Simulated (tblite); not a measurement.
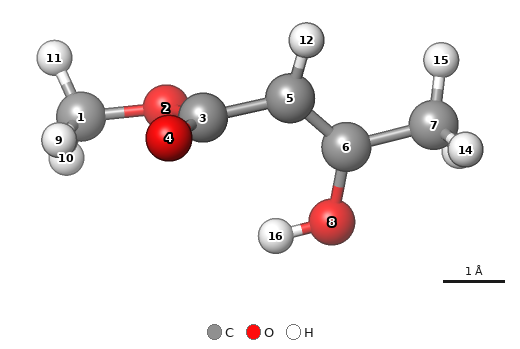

The input geometry (ball-and-stick view, seen at a tilt; atoms are numbered from 1 in the order of the input). Bond lengths as drawn: C–C 1.33 to 1.50 Å, C–H 1.08 to 1.09 Å, C–O 1.20 to 1.42 Å and H–O 0.96 Å.

## Run report: C₅H₈O₃, saddle-point search

System: C₅H₈O₃.
Method: GFN2-xTB saddle search (eigenvector following) and harmonic vibrations, gas phase (tblite 0.8.0).

## The program's output
```
step      E/eV     max force
  0    -733.77982   0.0408
  1    -733.77574   0.3134
  2    -733.77869   0.0928
  3    -733.77942   0.0358
  4    -733.77879   0.0384
  5    -733.77818   0.0432
  6    -733.77762   0.0281
  7    -733.77736   0.0464
  8    -733.77789   0.0378
  9    -733.77819   0.1030
 10    -733.77826   0.0205
 11    -733.77863   0.0106
 12    -733.77906   0.0269
 13    -733.77881   0.0051
 14    -733.77904   0.0102
 15    -733.77925   0.0100
 16    -733.77946   0.0117
 17    -733.77958   0.0235
 18    -733.77966   0.0204
 19    -733.77970   0.0090
 20    -733.77950   0.0527
 21    -733.77971   0.0022
lowest wavenumbers (cm-1): -97.8 29.1 83.7 99.3 109.0 207.4
```

## Trajectory as extended XYZ (Å, eV, eV/Å), 12 frames, from step=0 to step=21
```
16
Properties=species:S:1:pos:R:3:forces:R:3 step=0 energy=-733.77982
C     2.9764   -0.4165    0.3518   -0.0020  -0.0050  -0.0110
O     1.5613   -0.3696    0.4844   -0.0030  -0.0070  -0.0130
C     0.9175    0.7041   -0.0066   -0.0020   0.0100   0.0090
O     1.4572    1.5858   -0.6229    0.0060   0.0270   0.0300
C    -0.5282    0.6517    0.3379   -0.0020   0.0050   0.0030
C    -1.4454   -0.0819   -0.2915    0.0020  -0.0010   0.0060
C    -2.8939   -0.0901    0.0862    0.0000  -0.0040  -0.0040
O    -1.1857   -0.8785   -1.3559    0.0070  -0.0070   0.0130
H     3.3163    0.3948   -0.2949   -0.0020  -0.0040  -0.0100
H     3.2460   -1.3824   -0.0733   -0.0070  -0.0080  -0.0090
H     3.4207   -0.3116    1.3427   -0.0030  -0.0050  -0.0100
H    -0.8158    1.2970    1.1509   -0.0060   0.0160  -0.0050
H    -3.2970   -1.0872   -0.0701   -0.0020  -0.0050   0.0030
H    -3.4466    0.5998   -0.5497    0.0070  -0.0070  -0.0140
H    -3.0253    0.2040    1.1222   -0.0030   0.0050  -0.0080
H    -0.2575   -0.8192   -1.6111    0.0090  -0.0110   0.0210
16
Properties=species:S:1:pos:R:3:forces:R:3 step=1 energy=-733.77574
C     2.9849   -0.4134    0.3590   -0.0190  -0.0160   0.0240
O     1.5768   -0.3425    0.5590    0.0470   0.1070  -0.0850
C     0.9135    0.6879    0.0047    0.0890   0.1130  -0.0920
O     1.4287    1.5290   -0.6915   -0.1090  -0.2250   0.1890
C    -0.5289    0.6359    0.3736    0.0040   0.0190  -0.0090
C    -1.4483   -0.0662   -0.2883    0.0120   0.0060  -0.0110
C    -2.8994   -0.0885    0.0757   -0.0750   0.0110   0.0000
O    -1.1826   -0.8283   -1.3787    0.0010   0.0250   0.0360
H     3.3073    0.3942   -0.3018   -0.0080  -0.0070   0.0070
H     3.2190   -1.3819   -0.0846   -0.0110   0.0180   0.0130
H     3.4759   -0.3219    1.3295   -0.0230  -0.0060  -0.0400
H    -0.8049    1.2432    1.2203    0.0050  -0.0250  -0.0360
H    -3.2736   -1.1089   -0.0092    0.0230   0.0960   0.0190
H    -3.4620    0.5346   -0.6239    0.0630  -0.0810   0.0810
H    -3.0519    0.2818    1.0869    0.0010  -0.0360  -0.1040
H    -0.2546   -0.7549   -1.6309    0.0000   0.0020   0.0070
16
Properties=species:S:1:pos:R:3:forces:R:3 step=3 energy=-733.77942
C     2.9791   -0.4150    0.3513   -0.0040  -0.0050  -0.0090
O     1.5652   -0.3652    0.4967   -0.0020  -0.0030  -0.0150
C     0.9166    0.7012   -0.0030    0.0010   0.0110   0.0060
O     1.4511    1.5778   -0.6313    0.0020   0.0160   0.0320
C    -0.5285    0.6476    0.3452   -0.0010   0.0060   0.0020
C    -1.4460   -0.0814   -0.2892    0.0020  -0.0010   0.0050
C    -2.8959   -0.0885    0.0830   -0.0010  -0.0010  -0.0030
O    -1.1849   -0.8749   -1.3557    0.0080  -0.0060   0.0110
H     3.3150    0.3983   -0.2951   -0.0020  -0.0040  -0.0080
H     3.2426   -1.3796   -0.0810   -0.0060  -0.0050  -0.0080
H     3.4324   -0.3159    1.3385   -0.0060  -0.0040  -0.0100
H    -0.8150    1.2888    1.1619   -0.0060   0.0140  -0.0060
H    -3.2975   -1.0876   -0.0646    0.0020  -0.0020   0.0030
H    -3.4459    0.5938   -0.5635    0.0060  -0.0090  -0.0090
H    -3.0323    0.2166    1.1151   -0.0030   0.0050  -0.0080
H    -0.2559   -0.8161   -1.6083    0.0090  -0.0090   0.0170
16
Properties=species:S:1:pos:R:3:forces:R:3 step=5 energy=-733.77818
C     2.9806   -0.4160    0.3492   -0.0010  -0.0020  -0.0030
O     1.5711   -0.3530    0.5309    0.0090   0.0090  -0.0210
C     0.9137    0.6966    0.0095    0.0100   0.0190  -0.0050
O     1.4371    1.5566   -0.6511   -0.0100  -0.0130   0.0400
C    -0.5300    0.6420    0.3677   -0.0020   0.0050  -0.0010
C    -1.4455   -0.0730   -0.2852    0.0040   0.0000   0.0010
C    -2.8978   -0.0893    0.0751   -0.0030   0.0010  -0.0010
O    -1.1763   -0.8485   -1.3638    0.0050   0.0000   0.0110
H     3.3040    0.3755   -0.3307   -0.0090  -0.0130   0.0050
H     3.2246   -1.3953   -0.0618   -0.0010   0.0050   0.0000
H     3.4621   -0.2912    1.3203   -0.0110  -0.0050  -0.0190
H    -0.8139    1.2644    1.1995   -0.0030   0.0040  -0.0090
H    -3.2873   -1.0960   -0.0545    0.0040   0.0030   0.0060
H    -3.4485    0.5717   -0.5930    0.0060  -0.0120  -0.0010
H    -3.0475    0.2370    1.0989   -0.0020   0.0030  -0.0110
H    -0.2465   -0.7814   -1.6111    0.0040  -0.0060   0.0090
16
Properties=species:S:1:pos:R:3:forces:R:3 step=7 energy=-733.77736
C     2.9843   -0.4148    0.3550   -0.0040  -0.0020   0.0010
O     1.5795   -0.3397    0.5651    0.0010   0.0150  -0.0140
C     0.9120    0.6867    0.0134    0.0120   0.0170  -0.0110
O     1.4232    1.5241   -0.6853   -0.0150  -0.0300   0.0320
C    -0.5296    0.6331    0.3833    0.0000   0.0040   0.0000
C    -1.4473   -0.0626   -0.2869    0.0030   0.0000  -0.0030
C    -2.8994   -0.0893    0.0718   -0.0170  -0.0010  -0.0010
O    -1.1773   -0.8152   -1.3820    0.0010   0.0060   0.0080
H     3.2988    0.3688   -0.3372    0.0000   0.0000  -0.0020
H     3.2135   -1.3984   -0.0543   -0.0010  -0.0010  -0.0010
H     3.4854   -0.2876    1.3150   -0.0020  -0.0010  -0.0020
H    -0.8065    1.2312    1.2349    0.0010  -0.0060  -0.0090
H    -3.2719   -1.1077   -0.0158    0.0080   0.0220   0.0080
H    -3.4587    0.5322   -0.6271    0.0120  -0.0210   0.0140
H    -3.0574    0.2775    1.0807   -0.0010  -0.0030  -0.0220
H    -0.2485   -0.7382   -1.6305    0.0010   0.0010   0.0020
16
Properties=species:S:1:pos:R:3:forces:R:3 step=9 energy=-733.77819
C     2.9832   -0.4208    0.3505   -0.0080  -0.0020   0.0020
O     1.5801   -0.3429    0.5691   -0.0010  -0.0200   0.0110
C     0.9114    0.6858    0.0250   -0.0120  -0.0150   0.0120
O     1.4207    1.5249   -0.6712    0.0150   0.0340  -0.0220
C    -0.5298    0.6290    0.3959   -0.0030  -0.0030   0.0000
C    -1.4471   -0.0534   -0.2883   -0.0070   0.0010  -0.0010
C    -2.8990   -0.0909    0.0686   -0.0660   0.0010   0.0010
O    -1.1748   -0.7854   -1.3966    0.0010   0.0000  -0.0020
H     3.2927    0.3530   -0.3540    0.0060   0.0130  -0.0130
H     3.2087   -1.4097   -0.0468   -0.0010  -0.0110  -0.0050
H     3.4917   -0.2808    1.3043    0.0050   0.0020   0.0130
H    -0.8055    1.2092    1.2594   -0.0010   0.0020   0.0040
H    -3.2487   -1.1232    0.0438    0.0230   0.0900   0.0100
H    -3.4699    0.4729   -0.6718    0.0470  -0.0580   0.0710
H    -3.0678    0.3346    1.0543    0.0010  -0.0340  -0.0800
H    -0.2458   -0.7022   -1.6423    0.0000   0.0000  -0.0010
16
Properties=species:S:1:pos:R:3:forces:R:3 step=11 energy=-733.77863
C     2.9840   -0.4211    0.3508    0.0010   0.0000   0.0000
O     1.5809   -0.3447    0.5699    0.0000  -0.0010   0.0000
C     0.9115    0.6843    0.0266   -0.0010  -0.0010   0.0010
O     1.4203    1.5248   -0.6691    0.0010   0.0020   0.0000
C    -0.5297    0.6263    0.3976   -0.0010   0.0000   0.0000
C    -1.4477   -0.0520   -0.2896    0.0000   0.0010   0.0000
C    -2.8993   -0.0907    0.0681   -0.0060   0.0000   0.0000
O    -1.1764   -0.7791   -1.4016    0.0000   0.0020   0.0010
H     3.2901    0.3417   -0.3680   -0.0010  -0.0010   0.0010
H     3.2112   -1.4166   -0.0295    0.0000   0.0000   0.0000
H     3.4943   -0.2624    1.3013    0.0000  -0.0010  -0.0010
H    -0.8046    1.2019    1.2647    0.0000  -0.0020   0.0000
H    -3.2488   -1.1205    0.0419    0.0030   0.0080   0.0040
H    -3.4699    0.4728   -0.6686    0.0040  -0.0090   0.0040
H    -3.0686    0.3313    1.0527   -0.0010   0.0000  -0.0080
H    -0.2474   -0.6959   -1.6471    0.0000   0.0010   0.0000
16
Properties=species:S:1:pos:R:3:forces:R:3 step=13 energy=-733.77881
C     2.9837   -0.4227    0.3494    0.0010   0.0000   0.0000
O     1.5807   -0.3471    0.5690    0.0000   0.0000   0.0000
C     0.9116    0.6843    0.0298    0.0000   0.0000   0.0000
O     1.4206    1.5274   -0.6627    0.0000   0.0000   0.0010
C    -0.5298    0.6249    0.4003    0.0000   0.0000   0.0000
C    -1.4477   -0.0501   -0.2902    0.0000   0.0000   0.0000
C    -2.8993   -0.0911    0.0673   -0.0020   0.0000   0.0000
O    -1.1762   -0.7720   -1.4055    0.0000   0.0020   0.0000
H     3.2876    0.3328   -0.3782   -0.0010  -0.0020   0.0010
H     3.2120   -1.4221   -0.0200    0.0000   0.0020   0.0000
H     3.4954   -0.2523    1.2972   -0.0010  -0.0010  -0.0030
H    -0.8047    1.1963    1.2702    0.0000  -0.0010   0.0000
H    -3.2449   -1.1223    0.0505    0.0020   0.0020   0.0040
H    -3.4715    0.4632   -0.6748    0.0010  -0.0050   0.0000
H    -3.0705    0.3390    1.0479   -0.0010   0.0020  -0.0040
H    -0.2471   -0.6880   -1.6502    0.0000   0.0010   0.0000
16
Properties=species:S:1:pos:R:3:forces:R:3 step=15 energy=-733.77925
C     2.9828   -0.4273    0.3455    0.0050  -0.0010  -0.0010
O     1.5798   -0.3532    0.5662    0.0000   0.0010  -0.0010
C     0.9116    0.6846    0.0380    0.0010   0.0010  -0.0010
O     1.4216    1.5344   -0.6456   -0.0010  -0.0020   0.0030
C    -0.5300    0.6220    0.4071   -0.0010   0.0000   0.0000
C    -1.4475   -0.0449   -0.2918    0.0010   0.0000  -0.0010
C    -2.8989   -0.0922    0.0654   -0.0050   0.0000  -0.0010
O    -1.1753   -0.7536   -1.4154    0.0000   0.0020   0.0020
H     3.2821    0.3138   -0.3988   -0.0020  -0.0060   0.0060
H     3.2127   -1.4339   -0.0026   -0.0010   0.0080   0.0030
H     3.4972   -0.2342    1.2878   -0.0040  -0.0020  -0.0090
H    -0.8048    1.1828    1.2839    0.0000  -0.0020  -0.0010
H    -3.2323   -1.1277    0.0806    0.0030   0.0070   0.0030
H    -3.4767    0.4312   -0.6947    0.0040  -0.0060   0.0040
H    -3.0765    0.3656    1.0323    0.0000  -0.0010  -0.0070
H    -0.2458   -0.6673   -1.6579    0.0000   0.0010   0.0000
16
Properties=species:S:1:pos:R:3:forces:R:3 step=17 energy=-733.77958
C     2.9816   -0.4308    0.3433    0.0020   0.0000   0.0000
O     1.5788   -0.3559    0.5647    0.0000   0.0000   0.0000
C     0.9118    0.6854    0.0420    0.0000   0.0000   0.0000
O     1.4227    1.5384   -0.6368    0.0000   0.0000   0.0010
C    -0.5300    0.6217    0.4104    0.0000   0.0000   0.0000
C    -1.4475   -0.0402   -0.2932   -0.0010   0.0000  -0.0010
C    -2.8984   -0.0930    0.0648   -0.0160  -0.0020   0.0010
O    -1.1748   -0.7412   -1.4216    0.0000   0.0010   0.0000
H     3.2835    0.3209   -0.3890   -0.0010  -0.0020   0.0020
H     3.2093   -1.4322   -0.0205    0.0000   0.0030   0.0010
H     3.4957   -0.2543    1.2889   -0.0010  -0.0010  -0.0030
H    -0.8045    1.1760    1.2913    0.0000  -0.0010   0.0000
H    -3.2161   -1.1322    0.1294    0.0050   0.0220   0.0010
H    -3.4829    0.3842   -0.7206    0.0110  -0.0120   0.0170
H    -3.0841    0.4068    1.0095    0.0010  -0.0090  -0.0180
H    -0.2451   -0.6538   -1.6627    0.0000   0.0000   0.0000
16
Properties=species:S:1:pos:R:3:forces:R:3 step=19 energy=-733.77970
C     2.9807   -0.4328    0.3425   -0.0030   0.0000   0.0000
O     1.5780   -0.3567    0.5640   -0.0010   0.0000   0.0000
C     0.9119    0.6862    0.0435    0.0000   0.0000   0.0000
O     1.4235    1.5404   -0.6332    0.0000  -0.0010   0.0010
C    -0.5300    0.6224    0.4115    0.0000   0.0000   0.0000
C    -1.4474   -0.0375   -0.2942    0.0000   0.0000   0.0000
C    -2.8979   -0.0936    0.0648   -0.0060  -0.0010   0.0000
O    -1.1746   -0.7347   -1.4248    0.0000   0.0010   0.0010
H     3.2857    0.3297   -0.3770    0.0010   0.0030  -0.0030
H     3.2061   -1.4285   -0.0378    0.0010  -0.0040  -0.0020
H     3.4939   -0.2738    1.2912    0.0020   0.0010   0.0040
H    -0.8042    1.1735    1.2945    0.0000   0.0000   0.0000
H    -3.2053   -1.1330    0.1624    0.0020   0.0080   0.0000
H    -3.4863    0.3521   -0.7353    0.0040  -0.0040   0.0070
H    -3.0893    0.4331    0.9932    0.0000  -0.0040  -0.0060
H    -0.2447   -0.6468   -1.6652    0.0000   0.0000   0.0000
16
Properties=species:S:1:pos:R:3:forces:R:3 step=21 energy=-733.77971
C     2.9807   -0.4331    0.3423    0.0010   0.0000   0.0000
O     1.5780   -0.3569    0.5639    0.0000   0.0000   0.0000
C     0.9119    0.6862    0.0437    0.0000   0.0000   0.0000
O     1.4236    1.5407   -0.6327    0.0000   0.0000   0.0000
C    -0.5300    0.6224    0.4117    0.0000   0.0000   0.0000
C    -1.4475   -0.0369   -0.2944    0.0000   0.0000   0.0000
C    -2.8979   -0.0935    0.0647   -0.0010   0.0000   0.0000
O    -1.1747   -0.7335   -1.4254    0.0000   0.0000   0.0000
H     3.2868    0.3346   -0.3712    0.0000  -0.0010   0.0010
H     3.2053   -1.4262   -0.0457    0.0000   0.0010   0.0000
H     3.4934   -0.2822    1.2928    0.0000   0.0000  -0.0010
H    -0.8041    1.1729    1.2950    0.0000   0.0000   0.0000
H    -3.2024   -1.1325    0.1731    0.0000   0.0020   0.0000
H    -3.4873    0.3420   -0.7399    0.0010  -0.0010   0.0010
H    -3.0910    0.4419    0.9876    0.0000  -0.0010  -0.0020
H    -0.2448   -0.6459   -1.6656    0.0000   0.0000   0.0000
```

The run was set up as follows.

## Input file
```
{"job": {"xc": "GFN2-xTB", "basis": "xTB", "kind": "saddle"}, "charge": 0, "multiplicity": 1}
C      2.976436    -0.416546     0.351847
O      1.561293    -0.369609     0.484386
C      0.917511     0.704103    -0.006582
O      1.457232     1.585773    -0.622856
C     -0.528151     0.651740     0.337908
C     -1.445419    -0.081900    -0.291530
C     -2.893949    -0.090098     0.086183
O     -1.185746    -0.878520    -1.355943
H      3.316251     0.394756    -0.294935
H      3.245996    -1.382369    -0.073336
H      3.420744    -0.311645     1.342654
H     -0.815792     1.296952     1.150949
H     -3.296988    -1.087214    -0.070117
H     -3.446635     0.599762    -0.549675
H     -3.025319     0.204003     1.122195
H     -0.257465    -0.819187    -1.611148
```

The first line tells a small driver script what to run in tblite; the rest is the geometry in Å.

Launched with:
```bash
OMP_NUM_THREADS=1 python <driver script> task.json out
```

## Summary

- outcome: converged
- total energy: −733.7797 eV
- point group: C1
- hardware: 1 CPU thread, shared host
- wall time: 4.8 s
- peak memory: 0.2 GiB
